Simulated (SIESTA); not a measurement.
**Converging shifted k-point meshes: PbBrF (P4mm, 6 atoms in the cell)**

```
CELL_PARAMETERS angstrom
      4.19761     0.00000     0.00000
      0.00000     4.19761     0.00000
      0.00000     0.00000     7.68533
ATOMIC_POSITIONS crystal
  Pb 0.00000 0.50000 0.81591
  Pb 0.50000 0.00000 0.19060
  Br 0.50000 0.00000 0.65273
  Br 0.00000 0.50000 0.34727
  F  0.50000 0.50000 0.00000
  F  0.00000 0.00000 0.00000
```

Method of the run: GGA PBEsol, numerical atomic orbitals DZP, PseudoDojo PBEsol standard norm-conserving potentials (rewritten from UPF to PSML) (SIESTA 5.4.2).

Base settings: XC.functional = GGA; XC.authors = PBEsol; potentials = PseudoDojo PBEsol standard; PAO.BasisSize = DZP; PAO.EnergyShift = 0.005 Ry; MeshCutoff = 300 Ry; kgrid.MonkhorstPack = 3 3 2; OccupationFunction = FD; ElectronicTemperature = 580.23 K; MaxSCFIterations = 150.

Only quantities that move along the ladder and can be compared are tabulated.

Core times come from one kind of shared machine, to one figure; runs under 30 s give none.

The starting cell comes from a database of computed structures (which also holds hypothetical and non-ambient phases and stackings), without a prior relaxation at this level. Its lattice was rescaled by up to half a per cent. One atom was moved a little off its site on purpose. Values carry the incompleteness of an atom-centred basis.

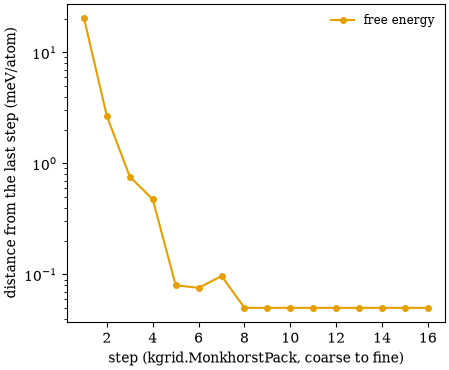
Figure. Distance from the last step along the ladder; very small values are drawn at a floor.

| kgrid.MonkhorstPack | free energy less the last step's (meV/atom) | pressure (GPa) | largest difference of a force vector from the last step's (eV/Å) | core time / last (rough) |
|---|---|---|---|---|
| 2 2 1 shifted by 0.5 0.5 0.5 | 20.38 | -1.36 | 0.152 | 0.1 |
| 3 3 2 shifted by 0.5 0.5 0.5 | -2.66 | -1.77 | 0.019 | 0.1 |
| 4 4 2 shifted by 0.5 0.5 0.5 | -0.76 | -1.77 | 0.005 | 0.2 |
| 4 4 3 shifted by 0.5 0.5 0.5 | -0.47 | -1.76 | 0.005 | 0.2 |
| 5 5 3 shifted by 0.5 0.5 0.5 | -0.08 | -1.75 | 0.002 | 0.2 |
| 6 6 3 shifted by 0.5 0.5 0.5 | -0.08 | -1.75 | 0.000 | 0.1 |
| 6 6 4 shifted by 0.5 0.5 0.5 | -0.10 | -1.75 | 0.000 | 0.2 |
| 7 7 4 shifted by 0.5 0.5 0.5 | -0.05 | -1.76 | 0.000 | 0.2 |
| 8 8 4 shifted by 0.5 0.5 0.5 | -0.03 | -1.76 | 0.000 | 0.2 |
| 8 8 5 shifted by 0.5 0.5 0.5 | -0.03 | -1.76 | 0.000 | 0.3 |
| 9 9 5 shifted by 0.5 0.5 0.5 | -0.02 | -1.76 | 0.000 | 0.3 |
| 10 10 6 shifted by 0.5 0.5 0.5 | -0.02 | -1.76 | 0.000 | 0.3 |
| 11 11 6 shifted by 0.5 0.5 0.5 | -0.01 | -1.76 | 0.000 | 0.3 |
| 13 13 7 shifted by 0.5 0.5 0.5 | 0.00 | -1.76 | 0.000 | 0.5 |
| 14 14 8 shifted by 0.5 0.5 0.5 | 0.00 | -1.76 | 0.000 | 0.6 |
| 15 15 9 shifted by 0.5 0.5 0.5 | 0.00 | -1.76 | 0.000 | 0.8 |
| 17 17 10 shifted by 0.5 0.5 0.5 | 0.00 | -1.76 | 0.000 | 1 |

Coarsest kgrid.MonkhorstPack that holds the forces within 0.01 eV/Å of the last step, with all finer ones: 4 4 2 shifted by 0.5 0.5 0.5, at about 0.2 of the last step's time; the step before is off by 0.019 eV/Å.

Coarsest kgrid.MonkhorstPack that holds the free energy within 1 meV/atom of the last step, with all finer ones: 4 4 2 shifted by 0.5 0.5 0.5, at about 0.2 of the last step's time; the step before is off by 2.7 meV/atom.

Coarsest kgrid.MonkhorstPack that holds the pressure within 0.05 GPa of the last step, with all finer ones: 3 3 2 shifted by 0.5 0.5 0.5, at about 0.1 of the last step's time; the step before is off by 0.40 GPa.
